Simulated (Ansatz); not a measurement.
Run report: ZrH$_{2}$Cl$_{2}$F$_{2}$, geometry relaxation

System: ZrH$_{2}$Cl$_{2}$F$_{2}$.
Method: RKS PBE0-D4/def2-SVP (Ansatz 0.2.0).

The input holds or restrains some coordinates. It belongs to a series of runs on one base structure; here: pulled along the bonds that form and break, towards end B. Figures and captions count atoms from 1; the log counts them from 0 in places.

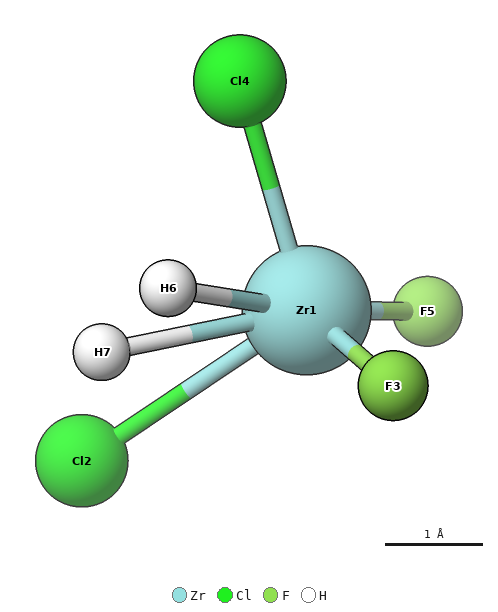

*The input geometry (ball-and-stick view, seen at a tilt; atoms are numbered from 1 in the order of the input). Sticks mark near contacts.*

## Input file
```yaml
crystal:
  periodic: [false, false, false]
  atoms:
    - { symbol: Zr, position_ang: [0.0, 0.0, 0.0] }
    - { symbol: Cl, position_ang: [0.0, 0.0, 2.87] }
    - { symbol: F, position_ang: [1.8671, 0.0, -0.6593] }
    - { symbol: Cl, position_ang: [-1.1869, 2.0563, -0.8392] }
    - { symbol: F, position_ang: [-0.9326, -1.6157, -0.6593] }
    - { symbol: H, position_ang: [0.806, 1.8744, 0.6779] }
    - { symbol: H, position_ang: [0.669, 1.5558, 1.7104] }
basis:
  gaussian: { orbitals: def2-SVP }
hamiltonian:
  xc: pbe0
  dispersion: d4
relax:
  f_tol: 0.15
  max_steps: 25
  restrain:
    - { distance: [0, 5], at: 1.85, k: 30.0 }
    - { distance: [6, 1], at: 1.37, k: 30.0 }
    - { distance: [0, 1], at: 3.72, k: 30.0 }
    - { distance: [6, 5], at: 1.86, k: 30.0 }
```

Command:
```bash
ansatz run input.yaml --threads 2 --pin off --max-ram 3072MiB --backend cpu --events-out ev --progress --plain --runs-dir out
```

## Log
```
The last accepted step is kept in [file] (removed where the run ends without a failure and the disk answers)
Engine: ansatz 0.2.0, aarch64-unknown-linux-gnu
Functional definition: PBE0
  parameter a = 0.25
  parameter kappa = 0.804
  parameter beta = 0.06672455060314922
  exchange = (1 - a)*pbe_x(kappa = kappa, mu = beta*pi^2/3) + a*exact_x
  correlation = pbe_c(beta = beta)
1081 factors; integrals over basis functions are off by at most 3.4e-4 eV
mean field evaluation 1: about -31765.8389 eV, gradient 5.4e1 eV
mean field evaluation 2: about -31683.4073 eV, gradient 2.3e2 eV
mean field evaluation 4: about -31771.7426 eV, gradient 6.7e0 eV
mean field evaluation 8: about -31771.8730 eV, gradient 4.4e-1 eV
mean field evaluation 16: about -31771.8735 eV, gradient 5.2e-5 eV
mean field -31771.87353471 eV, -1167.5948166511 hartree, gradient 5.4e-5 eV, S^2 0.000000; 0 other end points of the search recorded, 0 dependent functions left out
the calculation of the forces begins
reference -31771.87359662 eV, -1167.5948189263 hartree; 33, 33 occupied and 72, 72 virtual orbitals, 1081 factors
relax step   1: F+E_penalty+E_count = -31772.03629742 eV  Δ(F+E_penalty+E_count) = +0.000e0 eV  max|allowed force component| = 3.451e0 eV/Å  E_restraint = 28.08693126 eV  max|allowed force component, restraints' pulls added| = 3.004e1 eV/Å  Δτ_max = 0.0000 Å  (30 SCF iters, accepted)
  distance Zr 0 - H 5 = 2.1500 Å
  distance H 6 - Cl 1 = 2.0525 Å
  distance Zr 0 - Cl 1 = 2.8700 Å
  distance H 6 - H 5 = 1.0892 Å
these checks for a lower state are left out or cut short: starts, cluster_reference, orbital_swaps, neighbouring_geometries, increment
1081 factors; integrals over basis functions are off by at most 4.0e-4 eV
mean field -31770.97558904 eV, -1167.5618177567 hartree, gradient 1.8e-5 eV, S^2 0.000000; 0 other end points of the search recorded, 0 dependent functions left out
[... from here on the field's lines of each further geometry are left out, up to the last ...]
relax step   2: F+E_penalty+E_count = -31771.13294775 eV  Δ(F+E_penalty+E_count) = +9.033e-1 eV  max|allowed force component| = 2.778e0 eV/Å  E_restraint = 13.97581472 eV  max|allowed force component, restraints' pulls added| = 2.038e1 eV/Å  Δτ_max = 0.1949 Å  (39 SCF iters, accepted)
relax step   3: F+E_penalty+E_count = -31770.80173987 eV  Δ(F+E_penalty+E_count) = +3.312e-1 eV  max|allowed force component| = 2.391e0 eV/Å  E_restraint = 5.17877560 eV  max|allowed force component, restraints' pulls added| = 1.183e1 eV/Å  Δτ_max = 0.1902 Å  (39 SCF iters, accepted)
relax step   4: F+E_penalty+E_count = -31771.07516746 eV  Δ(F+E_penalty+E_count) = -2.734e-1 eV  max|allowed force component| = 1.757e0 eV/Å  E_restraint = 0.72533359 eV  max|allowed force component, restraints' pulls added| = 4.380e0 eV/Å  Δτ_max = 0.1947 Å  (39 SCF iters, accepted)
relax step   5: F+E_penalty+E_count = -31771.74342200 eV  Δ(F+E_penalty+E_count) = -6.683e-1 eV  max|allowed force component| = 9.951e-1 eV/Å  E_restraint = 0.03745029 eV  max|allowed force component, restraints' pulls added| = 9.801e-1 eV/Å  Δτ_max = 0.1947 Å  (33 SCF iters, accepted)
relax step   6: F+E_penalty+E_count = -31772.20730145 eV  Δ(F+E_penalty+E_count) = -4.639e-1 eV  max|allowed force component| = 9.519e-1 eV/Å  E_restraint = 0.01383191 eV  max|allowed force component, restraints' pulls added| = 6.451e-1 eV/Å  Δτ_max = 0.1950 Å  (38 SCF iters, accepted)
relax step   7: F+E_penalty+E_count = -31772.48170402 eV  Δ(F+E_penalty+E_count) = -2.744e-1 eV  max|allowed force component| = 1.058e0 eV/Å  E_restraint = 0.01115332 eV  max|allowed force component, restraints' pulls added| = 4.325e-1 eV/Å  Δτ_max = 0.1950 Å  (38 SCF iters, accepted)
relax step   8: F+E_penalty+E_count = -31772.62612672 eV  Δ(F+E_penalty+E_count) = -1.444e-1 eV  max|allowed force component| = 9.800e-1 eV/Å  E_restraint = 0.01708025 eV  max|allowed force component, restraints' pulls added| = 1.744e-1 eV/Å  Δτ_max = 0.1997 Å  (37 SCF iters, accepted)
relax step   9: F+E_penalty+E_count = -31772.67669900 eV  Δ(F+E_penalty+E_count) = -5.057e-2 eV  max|allowed force component| = 9.751e-1 eV/Å  E_restraint = 0.01900759 eV  max|allowed force component, restraints' pulls added| = 7.714e-2 eV/Å  Δτ_max = 0.2000 Å  (33 SCF iters, accepted)
relax step  10: F+E_penalty+E_count = -31772.65510825 eV  Δ(F+E_penalty+E_count) = +2.159e-2 eV  max|allowed force component| = 1.503e0 eV/Å  E_restraint = 0.00615441 eV  max|allowed force component, restraints' pulls added| = 1.324e0 eV/Å  Δτ_max = 0.1966 Å  (32 SCF iters, rejected (line search))
relax step  11: F+E_penalty+E_count = -31772.68755730 eV  Δ(F+E_penalty+E_count) = -1.086e-2 eV  max|allowed force component| = 9.378e-1 eV/Å  E_restraint = 0.01914468 eV  max|allowed force component, restraints' pulls added| = 1.033e-1 eV/Å  Δτ_max = 0.0954 Å  (32 SCF iters, accepted)
relax step  12: F+E_penalty+E_count = -31772.69294252 eV  Δ(F+E_penalty+E_count) = -5.385e-3 eV  max|allowed force component| = 1.042e0 eV/Å  E_restraint = 0.01484570 eV  max|allowed force component, restraints' pulls added| = 2.151e-1 eV/Å  Δτ_max = 0.0999 Å  (32 SCF iters, accepted)
relax step  13: F+E_penalty+E_count = -31772.69604718 eV  Δ(F+E_penalty+E_count) = -3.105e-3 eV  max|allowed force component| = 1.289e0 eV/Å  E_restraint = 0.00683769 eV  max|allowed force component, restraints' pulls added| = 7.979e-1 eV/Å  Δτ_max = 0.1446 Å  (31 SCF iters, accepted)
relax step  14: F+E_penalty+E_count = -31772.72542688 eV  Δ(F+E_penalty+E_count) = -2.938e-2 eV  max|allowed force component| = 1.158e0 eV/Å  E_restraint = 0.03425835 eV  max|allowed force component, restraints' pulls added| = 8.006e-1 eV/Å  Δτ_max = 0.1949 Å  (33 SCF iters, accepted)
relax step  15: F+E_penalty+E_count = -31772.76705120 eV  Δ(F+E_penalty+E_count) = -4.162e-2 eV  max|allowed force component| = 9.933e-1 eV/Å  E_restraint = 0.01635676 eV  max|allowed force component, restraints' pulls added| = 8.444e-2 eV/Å  Δτ_max = 0.2000 Å  (32 SCF iters, accepted)
relax step  16: F+E_penalty+E_count = -31772.72122440 eV  Δ(F+E_penalty+E_count) = +4.583e-2 eV  max|allowed force component| = 1.430e0 eV/Å  E_restraint = 0.00024942 eV  max|allowed force component, restraints' pulls added| = 1.390e0 eV/Å  Δτ_max = 0.1944 Å  (31 SCF iters, rejected (line search))
relax step  17: F+E_penalty+E_count = -31772.76692317 eV  Δ(F+E_penalty+E_count) = +1.280e-4 eV  max|allowed force component| = 1.065e0 eV/Å  E_restraint = 0.01166468 eV  max|allowed force component, restraints' pulls added| = 3.108e-1 eV/Å  Δτ_max = 0.0948 Å  (31 SCF iters, accepted)
the calculation of the forces begins
reference -31772.63675547 eV, -1167.6228644970 hartree; 33, 33 occupied and 72, 72 virtual orbitals, 1082 factors
relax step  18: F+E_penalty+E_count = -31772.77714807 eV  Δ(F+E_penalty+E_count) = -1.022e-2 eV  max|allowed force component| = 9.099e-1 eV/Å  E_restraint = 0.01772498 eV  max|allowed force component, restraints' pulls added| = 1.218e-2 eV/Å  Δτ_max = 0.0650 Å  (31 SCF iters, accepted)
  distance Zr 0 - H 5 = 1.8518 Å
  distance H 6 - Cl 1 = 1.3362 Å
  distance Zr 0 - Cl 1 = 3.7142 Å
  distance H 6 - H 5 = 1.8591 Å
1082 factors; integrals over basis functions are off by at most 1.1e-3 eV
mean field evaluation 160: about -31772.6367 eV, gradient 1.1e-4 eV
```

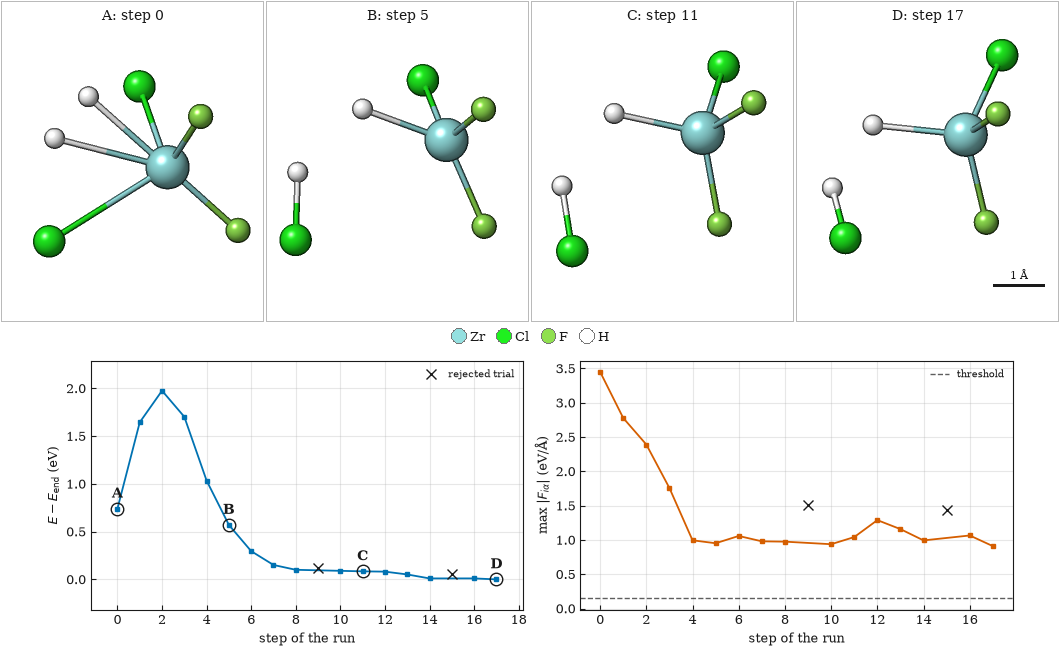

*Frames of the restrained relaxation (ball-and-stick view, seen at a tilt) above the curves, on which the letters mark them (the first geometry is step 0 here and step 1 in the log).*

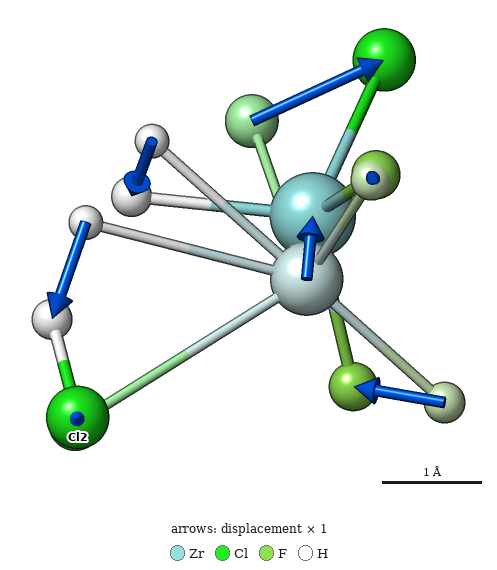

*Start (faint) and end (solid) with the displacements as blue arrows, at true length (ball-and-stick view, seen at a tilt). The two geometries are laid on each other by the best rigid fit.*

The atom that moves furthest after the best rigid fit is Cl4 (1.48 Å). Largest moves by element: Cl 1.48 Å, H 1.06 Å, F 0.97 Å, Zr 0.70 Å. Among the contacts that change: Zr1–Cl2 2.870 → 3.714 Å, Cl2–H7 2.052 → 1.336 Å, Zr1–H7 2.407 → 3.064 Å, Zr1–H6 2.150 → 1.852 Å. New bonds form: Cl2–H7 (2.05 → 1.34 Å). Bonds break: Zr1–Cl2 (2.87 → 3.71 Å). Among the angles that change: F5–Zr1–H6 173.5° → 108.3°, Cl4–Zr1–H6 64.5° → 103.9°, F3–Zr1–H6 75.6° → 108.4°. After 17 geometry steps the energy has fallen by 0.741 eV. Largest force component: 3.5 eV/Å at the start, 0.91 eV/Å at the end. The line search rejected the trial steps at points 9, 15 (counted from 0) and went back. (Atoms are counted from 1 in the order of the input.)

```
mean field -31772.63669643 eV, -1167.6228623270 hartree, gradient 1.0e-5 eV, S^2 0.000000; 1 other end points of the search recorded, 0 dependent functions left out
the calculation of the forces begins
reference -31772.63675547 eV, -1167.6228644970 hartree; 33, 33 occupied and 72, 72 virtual orbitals, 1082 factors
Total energy: -31772.77720712 eV, -1167.6280259996 hartree
Atom 0 at    -0.018656     0.531393    -0.442210 Å, force     0.034425    -0.064355     0.119196 eV/Å
Atom 1 at     0.965472    -0.224125     3.058616 Å, force    -0.341436     0.909905    -0.557323 eV/Å
Atom 2 at     1.738915    -0.059112    -0.776794 Å, force     0.000455     0.000189     0.012182 eV/Å
Atom 3 at    -0.827605     1.772917    -2.241180 Å, force     0.003439    -0.001574     0.000308 eV/Å
Atom 4 at    -1.229264    -0.838319     0.011753 Å, force    -0.003723    -0.001804    -0.005637 eV/Å
Atom 5 at     0.030151     1.748972     0.952119 Å, force     0.006818     0.020841     0.056725 eV/Å
Atom 6 at     0.563588     0.939073     2.538195 Å, force     0.300022    -0.863202     0.374548 eV/Å
Dipole moment:    -0.048549     0.173070    -0.045302 e Å
```

## Trajectory as extended XYZ (Å, eV, eV/Å), 15 of the 18 frames kept, from step=1 to step=18
```
7
Properties=species:S:1:pos:R:3:forces:R:3 step=1 energy=-31772.03630
Zr    0.0000    0.0000    0.0000    0.6822   0.6694   0.5897
Cl    0.0000    0.0000    2.8700   -0.0860  -0.1579  -2.4530
F     1.8671    0.0000   -0.6593   -2.6084  -0.2597   0.7370
Cl   -1.1869    2.0563   -0.8392    0.7380  -2.0183   0.3752
F    -0.9326   -1.6157   -0.6593    1.1043   1.9213   0.7911
H     0.8060    1.8744    0.6779   -0.2105  -0.6176   3.4109
H     0.6690    1.5558    1.7104    0.3804   0.4627  -3.4509
7
Properties=species:S:1:pos:R:3:forces:R:3 step=2 energy=-31771.13295
Zr    0.0183    0.0539   -0.1298    0.2448   0.9338   1.2525
Cl    0.0364    0.0851    2.9476    0.2277   0.5928  -2.3316
F     1.8569   -0.0018   -0.6585   -1.3594  -0.3414  -0.0323
Cl   -1.1826    2.0429   -0.8382    0.2709  -1.4595  -0.1926
F    -0.9237   -1.6003   -0.6544    0.8537   1.5236   0.5624
H     0.7972    1.8525    0.5755   -0.1804  -0.8082   2.7779
H     0.6201    1.4386    1.8583   -0.0574  -0.4411  -2.0363
7
Properties=species:S:1:pos:R:3:forces:R:3 step=3 energy=-31770.80174
Zr    0.0362    0.1122   -0.2532   -0.3495   0.6707   1.1165
Cl    0.0732    0.1695    3.0261    0.5929   1.4446  -2.3914
F     1.8534   -0.0073   -0.6671   -0.0008  -0.4394  -0.6216
Cl   -1.1851    2.0317   -0.8477   -0.3102  -0.6721  -0.7160
F    -0.9149   -1.5838   -0.6491    0.7059   1.3014   0.6003
H     0.7871    1.8228    0.4876   -0.1235  -0.9139   2.0111
H     0.5726    1.3258    2.0039   -0.5147  -1.3913   0.0010
7
Properties=species:S:1:pos:R:3:forces:R:3 step=5 energy=-31771.74342
Zr    0.0817    0.2461   -0.5056   -0.1412  -0.1054   0.0900
Cl    0.1203    0.2730    3.1911    0.1852   0.4801  -0.7848
F     1.9036   -0.0649   -0.8442    0.0562  -0.1066  -0.6423
Cl   -1.3032    2.0366   -1.0638   -0.1112  -0.1212  -0.6095
F    -0.8630   -1.4619   -0.5427    0.4462   0.9307   0.5815
H     0.7589    1.6406    0.5445   -0.2539  -0.5840   0.9951
H     0.5243    1.2014    2.3213   -0.1813  -0.4937   0.3700
7
Properties=species:S:1:pos:R:3:forces:R:3 step=6 energy=-31772.20730
Zr    0.1142    0.2981   -0.5349    0.0817   0.0936   0.1774
Cl    0.0782    0.1935    3.1822    0.3990   0.8798  -0.7898
F     1.8966   -0.0715   -1.0349   -0.1514   0.0565  -0.4344
Cl   -1.3115    2.0057   -1.2501    0.0554  -0.1353  -0.4287
F    -0.8291   -1.3623   -0.3786    0.2079   0.4669   0.3866
H     0.7232    1.5826    0.6586   -0.1626  -0.4096   0.5463
H     0.5509    1.2246    2.4583   -0.4301  -0.9519   0.5426
7
Properties=species:S:1:pos:R:3:forces:R:3 step=7 energy=-31772.48170
Zr    0.1357    0.3377   -0.5321    0.2582   0.2157   0.0509
Cl    0.0497    0.1246    3.1860    0.4436   0.9790  -0.6374
F     1.8615   -0.0380   -1.2238   -0.4106   0.0933  -0.1481
Cl   -1.2794    1.9742   -1.4321    0.1530  -0.2343  -0.2037
F    -0.8013   -1.2848   -0.2065    0.1321   0.2786   0.2010
H     0.7154    1.5479    0.7457   -0.1004  -0.2742   0.2266
H     0.5410    1.2091    2.5634   -0.4759  -1.0581   0.5107
7
Properties=species:S:1:pos:R:3:forces:R:3 step=8 energy=-31772.62613
Zr    0.1720    0.4037   -0.4984   -0.0474   0.0853  -0.1470
Cl    0.0460    0.0641    3.2074    0.4043   0.9034  -0.4768
F     1.7844   -0.0387   -1.3768   -0.1442   0.0993  -0.0061
Cl   -1.2482    1.8910   -1.6109    0.1380  -0.1285  -0.0534
F    -0.7749   -1.1878   -0.1175    0.0592   0.1056   0.1744
H     0.7091    1.5598    0.8421    0.0215  -0.0851   0.0993
H     0.5342    1.1787    2.6546   -0.4314  -0.9800   0.4097
7
Properties=species:S:1:pos:R:3:forces:R:3 step=9 energy=-31772.67670
Zr    0.1515    0.4633   -0.4886    0.0536  -0.0461   0.0117
Cl    0.1927   -0.0711    3.1934    0.2182   0.9440  -0.4471
F     1.7593   -0.0327   -1.3362   -0.0195   0.0363  -0.0138
Cl   -1.1895    1.8471   -1.7950    0.0002   0.0012  -0.0688
F    -0.8088   -1.0706    0.0380   -0.0341   0.0204   0.0403
H     0.6607    1.6245    0.8569   -0.0306   0.0193   0.0766
H     0.4566    1.1104    2.6319   -0.1878  -0.9751   0.4011
7
Properties=species:S:1:pos:R:3:forces:R:3 step=11 energy=-31772.68756
Zr    0.1388    0.4856   -0.4761   -0.0359  -0.0256  -0.0427
Cl    0.2180   -0.1102    3.1940    0.2555   0.9328  -0.4599
F     1.7530   -0.0149   -1.3053    0.0181   0.0035   0.0133
Cl   -1.1675    1.8114   -1.8806    0.0278  -0.0201   0.0015
F    -0.8374   -1.0293    0.0751   -0.0207   0.0268   0.0075
H     0.6169    1.6648    0.8678   -0.0260   0.0205   0.0778
H     0.5009    1.0634    2.6256   -0.2187  -0.9378   0.4026
7
Properties=species:S:1:pos:R:3:forces:R:3 step=12 energy=-31772.69294
Zr    0.1173    0.5042   -0.4701   -0.0535  -0.0378  -0.0486
Cl    0.3035   -0.1612    3.1861    0.2181   1.0419  -0.5228
F     1.7553   -0.0080   -1.2427    0.0151  -0.0149   0.0282
Cl   -1.1343    1.7900   -1.9646    0.0460  -0.0417   0.0515
F    -0.8836   -0.9860    0.1069   -0.0081   0.0597  -0.0334
H     0.5580    1.7006    0.8731   -0.0484   0.0209   0.0761
H     0.5063    1.0312    2.6119   -0.1692  -1.0282   0.4491
7
Properties=species:S:1:pos:R:3:forces:R:3 step=13 energy=-31772.69605
Zr    0.0976    0.5192   -0.4646   -0.0902  -0.0760  -0.0698
Cl    0.4377   -0.2135    3.1729    0.1187   1.2890  -0.6713
F     1.7661   -0.0204   -1.1558   -0.0471   0.0115   0.0708
Cl   -1.0857    1.7755   -2.0446    0.0910  -0.0854   0.1086
F    -0.9519   -0.9376    0.1174    0.0360   0.1215  -0.0643
H     0.4532    1.7433    0.8820   -0.0414  -0.0054   0.0728
H     0.5057    1.0044    2.5932   -0.0671  -1.2551   0.5533
7
Properties=species:S:1:pos:R:3:forces:R:3 step=14 energy=-31772.72543
Zr    0.0417    0.5491   -0.4562   -0.0076  -0.0506  -0.2602
Cl    0.6201   -0.2730    3.1387    0.0150   1.1579  -0.6511
F     1.7714   -0.0182   -0.9750   -0.2797   0.0830   0.1273
Cl   -1.0083    1.7435   -2.2016    0.2171  -0.2208   0.3574
F    -1.0680   -0.8673    0.1151    0.0820   0.1683  -0.0867
H     0.2782    1.7915    0.9054   -0.0329  -0.0446   0.0133
H     0.5876    0.9451    2.5740    0.0061  -1.0932   0.5001
7
Properties=species:S:1:pos:R:3:forces:R:3 step=16 energy=-31772.72122 accepted=F
Zr   -0.0033    0.5254   -0.4217   -0.1299  -0.0294  -0.0449
Cl    1.0018   -0.2161    3.0833   -0.7244   1.4302  -0.8786
F     1.7380   -0.0698   -0.8051    0.1067  -0.0442   0.0126
Cl   -0.8389    1.7657   -2.2090    0.0367  -0.0157   0.0270
F    -1.2358   -0.8438   -0.0140    0.0626   0.0491   0.0724
H     0.0810    1.7865    0.9335   -0.0334  -0.0512   0.1752
H     0.4798    0.9228    2.5335    0.6816  -1.3388   0.6363
7
Properties=species:S:1:pos:R:3:forces:R:3 step=17 energy=-31772.76692
Zr   -0.0005    0.5343   -0.4493    0.0064  -0.0688   0.1424
Cl    0.9040   -0.2398    3.0697   -0.3435   1.0652  -0.6104
F     1.7508   -0.0513   -0.8211    0.0107  -0.0066   0.0064
Cl   -0.8705    1.7655   -2.2276    0.0141  -0.0042   0.0029
F    -1.1936   -0.8389    0.0410    0.0021   0.0133  -0.0185
H     0.0929    1.7579    0.9380   -0.0120   0.0208   0.0528
H     0.5395    0.9432    2.5498    0.3221  -1.0197   0.4244
7
Properties=species:S:1:pos:R:3:forces:R:3 step=18 energy=-31772.77715
Zr   -0.0187    0.5314   -0.4422    0.0344  -0.0644   0.1192
Cl    0.9655   -0.2241    3.0586   -0.3414   0.9099  -0.5573
F     1.7389   -0.0591   -0.7768    0.0005   0.0002   0.0122
Cl   -0.8276    1.7729   -2.2412    0.0034  -0.0016   0.0003
F    -1.2293   -0.8383    0.0118   -0.0037  -0.0018  -0.0056
H     0.0302    1.7490    0.9521    0.0068   0.0208   0.0567
H     0.5636    0.9391    2.5382    0.3000  -0.8632   0.3745
```

## Summary

```json
{"quantity": "outcome", "value": "converged under the restraints of the input"}
{"quantity": "total energy", "value": "−31772.7772 eV"}
{"quantity": "mean-field energy", "value": "−31772.6368 eV"}
{"quantity": "largest force (length of the vector) at the end, held atoms and coordinates included", "value": "1.120 eV/Å"}
{"quantity": "hardware", "value": "2 threads of Arm Neoverse V2, 24 GiB of memory available, shared host"}
{"quantity": "wall time", "value": "60 s (CPU time 1.9 min)"}
{"quantity": "peak memory", "value": "0.24 GiB"}
```
